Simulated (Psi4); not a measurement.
# PNH4 (SMILES N=[PH3]) at HF/cc-pVQZ (density fitting, sweep point 6)

What is the vertical ionisation energy of PNH4 at HF/cc-pVQZ (density fitting, sweep point 6)? 

The results are computed with Psi4 1.11.

## Step 1: The molecule

PNH4: 6 atoms, total charge 0, spin state singlet. As SMILES, `N=[PH3]`. The coordinates come from a GFN2-xTB relaxation.

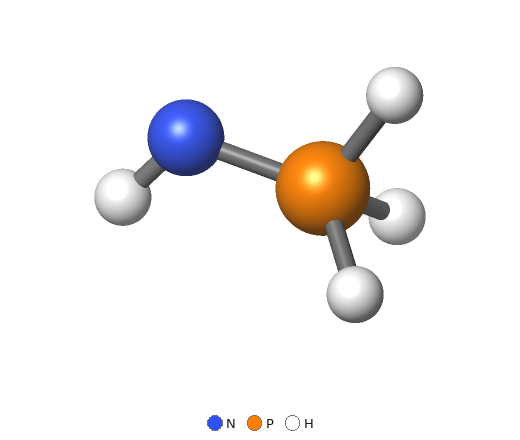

The structure, seen from a chosen angle (nitrogen blue, phosphorus orange, hydrogen white).

## Step 2: A single-point energy at HF/cc-pVQZ (density fitting, sweep point 6)

File h4np.dat:

```
memory 1.6 GB

molecule geom {
  N      0.614450    -0.712610     0.868100
  P     -0.156770     0.225050    -0.081540
  H      1.035260    -1.519270     0.433750
  H     -1.299680    -0.179570    -0.781270
  H      0.465280     0.930830    -1.118320
  H     -0.658550     1.255570     0.679280
  units angstrom
  symmetry c1
}

set {
  reference rhf
  puream    true
  scf_type  df
}

e, wfn = energy("scf/cc-pVQZ", return_wfn=True)
print_variables()
```

On the command line:

```bash
$ psi4 -n 1 h4np.dat h4np.out
```

h4np.out:

```text
[...]
  Running in c1 symmetry.
[...]
  Nuclear repulsion =   66.191009531758780
[...]
  Multiplicity = 1
[...]
  Nalpha       = 13
  Nbeta        = 13
[...]
    Number of basis functions: 234
[...]
   @DF-RHF iter   1:  -397.34917416448701   -9.47736e-02   2.41342e-03 DIIS/ADIIS
[...]
   @DF-RHF iter   7:  -397.51619685049025   -8.69340e-07   9.85034e-07 DIIS
[...]
    Orbital Energies [Eh]
    ---------------------
    Doubly Occupied:
       1A    -80.005992     2A    -15.491039     3A     -7.543035
       4A     -5.439867     5A     -5.439377     6A     -5.438098
       7A     -1.124521     8A     -0.850089     9A     -0.630096
      10A     -0.582589    11A     -0.560629    12A     -0.411572
      13A     -0.367086
[...]
  @DF-RHF Final Energy:  -397.51619685049025
   => Energetics <=
    Nuclear Repulsion Energy =             66.1910095317587803
    One-Electron Energy =                -679.6464423673055535
    Two-Electron Energy =                 215.9392359850564560
    Total Energy =                       -397.5161968504902461
[...]
 Multipole Moments:
 ------------------------------------------------------------------------------------
     Multipole            Electronic (a.u.)      Nuclear  (a.u.)        Total (a.u.)
 ------------------------------------------------------------------------------------
 L = 1.  Multiply by 2.5417464519 to convert [e a0] to [Debye]
 Dipole X            :         -0.0253918           -0.4762264           -0.5016182
 Dipole Y            :          0.0577037            0.3972499            0.4549535
 Dipole Z            :          0.0597795           -1.1746566           -1.1148771
 Magnitude           :                                                    1.3044365
[...]
```

It took 5.7 s on 1 thread of Intel Xeon Platinum 8259CL at 2.50GHz (Skylake/Cascade Lake), shared host; peak memory 0.51 GiB.

## Step 3: The doublet cation, same level

File calc.in:

```
memory 1600 MB

molecule geom {
  1 2
  N      0.614450    -0.712610     0.868100
  P     -0.156770     0.225050    -0.081540
  H      1.035260    -1.519270     0.433750
  H     -1.299680    -0.179570    -0.781270
  H      0.465280     0.930830    -1.118320
  H     -0.658550     1.255570     0.679280
  symmetry c1
}

set {
  basis     cc-pVQZ
  reference uhf
  puream    true
  scf_type  df
  maxiter   150
}

e_tot, wfn = energy('scf', return_wfn=True)
```

On the command line:

```bash
$ psi4 -i calc.in -o calc.out -n 1
```

calc.out:

```text
[...]
  Running in c1 symmetry.
[...]
  Nuclear repulsion =   66.191009531758780
[...]
  Multiplicity = 2
[...]
  Nalpha       = 13
  Nbeta        = 12
[...]
    Number of basis functions: 234
[...]
   @DF-UHF iter   1:  -397.07376546693496    1.80635e-01   1.71674e-03 ADIIS/DIIS
[...]
   @DF-UHF iter  10:  -397.23117190998170   -9.64285e-08   2.46936e-07 DIIS
[...]
   @S^2 Observed:                7.605677539E-01
[...]
    Orbital Energies [Eh]
    ---------------------
    Alpha Occupied:
       1A    -80.269534     2A    -15.873180     3A     -7.813100
       4A     -5.709055     5A     -5.708540     6A     -5.708430
       7A     -1.513713     8A     -1.132011     9A     -0.952663
      10A     -0.886353    11A     -0.840959    12A     -0.762493
      13A     -0.749589
    Alpha Virtual:
      14A     -0.111733    15A     -0.075502    16A     -0.052126
      17A     -0.043009    18A     -0.025259    19A      0.024279
      20A      0.033419    21A      0.101473    22A      0.104994
      23A      0.127506    24A      0.138523    25A      0.141523
[...]
  @DF-UHF Final Energy:  -397.23117190998170
   => Energetics <=
    Nuclear Repulsion Energy =             66.1910095317587803
    One-Electron Energy =                -672.0546431334728368
    Two-Electron Energy =                 208.6324616917322885
    Total Energy =                       -397.2311719099817537
  UHF NO Occupations:
  HONO-2 :   11  A 1.9984231
  HONO-1 :   12  A 1.9974433
[...]
 Multipole Moments:
 ------------------------------------------------------------------------------------
     Multipole            Electronic (a.u.)      Nuclear  (a.u.)        Total (a.u.)
 ------------------------------------------------------------------------------------
 L = 1.  Multiply by 2.5417464519 to convert [e a0] to [Debye]
 Dipole X            :          0.3271873           -0.4762264           -0.1490391
 Dipole Y            :         -0.4283701            0.3972499           -0.0311202
 Dipole Z            :          0.3038722           -1.1746566           -0.8707845
 Magnitude           :                                                    0.8839947
[...]
```

Wall time 6.3 s (1 thread of Intel Xeon Platinum 8259CL at 2.50GHz (Skylake/Cascade Lake), shared host); peak memory 0.51 GiB.

## Step 4: What came out

At HF/cc-pVQZ (density fitting, sweep point 6):

| quantity | value |
| --- | --- |
| singlet PNH4: total energy | -397.51620 Eh |
| singlet PNH4: dipole moment | 3.32 D |
| singlet PNH4: HOMO energy | -9.99 eV |
| singlet PNH4: LUMO energy | 2.92 eV |
| singlet PNH4: HOMO–LUMO gap | 12.90 eV |
| doublet cation: total energy | -397.23117 Eh |
| doublet cation: HOMO energy (highest over α and β) | -19.51 eV |
| doublet cation: LUMO energy (lowest over α and β) | -6.11 eV |
| doublet cation: ⟨S²⟩ | 0.761 |
| vertical ionisation energy (to the doublet cation) | 7.756 eV |

In words: Removing an electron at fixed nuclei costs 7.76 eV (179 kcal/mol). The negative HOMO energy of the first species, 9.99 eV, lies 2.23 eV above that difference.
